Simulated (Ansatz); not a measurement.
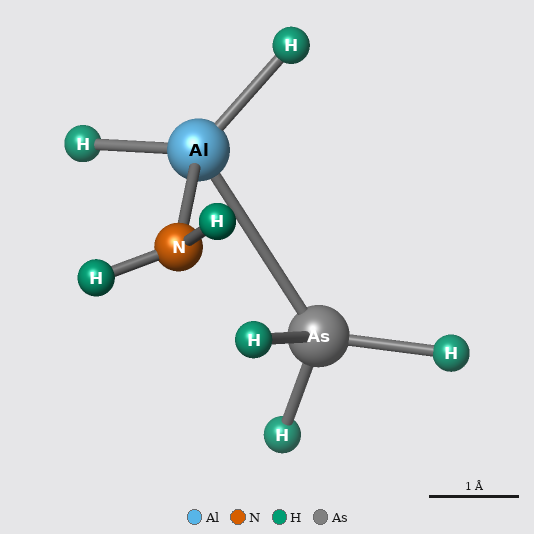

The structure as it stands in the input.

Ansatz 0.2.0 input:

```yaml
crystal:
  periodic: [false, false, false]
  atoms:
    - {symbol: Al, position_ang: [-0.055184, -0.420953, 1.213794]}
    - {symbol: N, position_ang: [1.299411, 0.530181, 0.284490]}
    - {symbol: H, position_ang: [0.297315, -1.952865, 1.432200]}
    - {symbol: H, position_ang: [-0.884058, 0.488916, 2.215799]}
    - {symbol: H, position_ang: [0.366402, 0.464792, -0.932021]}
    - {symbol: As, position_ang: [-1.177378, -0.206416, -1.120499]}
    - {symbol: H, position_ang: [1.494823, 1.485912, 0.557278]}
    - {symbol: H, position_ang: [2.183988, 0.067947, 0.110825]}
    - {symbol: H, position_ang: [-1.296285, -1.234230, -2.210564]}
    - {symbol: H, position_ang: [-2.229034, 0.776715, -1.551403]}
basis:
  gaussian: {orbitals: STO-3G}
hamiltonian: {xc: pbe, dispersion: d4}
```

Command:

```sh
ansatz run in.yaml --threads 4 --pin off --events-out ev --progress --plain --max-ram 9574MiB
```

What the program printed:

```
Functional definition: PBE
  name "PBE"
  cite "Perdew, Burke & Ernzerhof, Phys. Rev. Lett. 77, 3865 (1996) doi:10.1103/PhysRevLett.77.3865"
  parent pbe
  parameter kappa = 0.804
  parameter beta = 0.06672455060314922
  exchange = pbe_x(kappa = kappa, mu = beta*pi^2/3)
  correlation = pbe_c(beta = beta)
437 factors; integrals over basis functions are off by at most 6.0e-5 eV
mean field evaluation 1: about -68234.8548 eV, gradient 2.8e1 eV
mean field evaluation 2: about -68232.4555 eV, gradient 4.1e1 eV
mean field evaluation 4: about -68237.3251 eV, gradient 1.4e0 eV
mean field evaluation 8: about -68237.2753 eV, gradient 6.5e-3 eV
mean field -68237.27534236 eV, -2507.6736159454 hartree, gradient 1.2e-5 eV, S^2 0.000000; 0 other end points of the search recorded, 0 dependent functions left out
reference -68237.27536639 eV, -2507.6736168285 hartree; 30, 30 occupied and 9, 9 virtual orbitals, 437 factors
Total energy: -68237.47084211 eV, -2507.6808004286 hartree
```
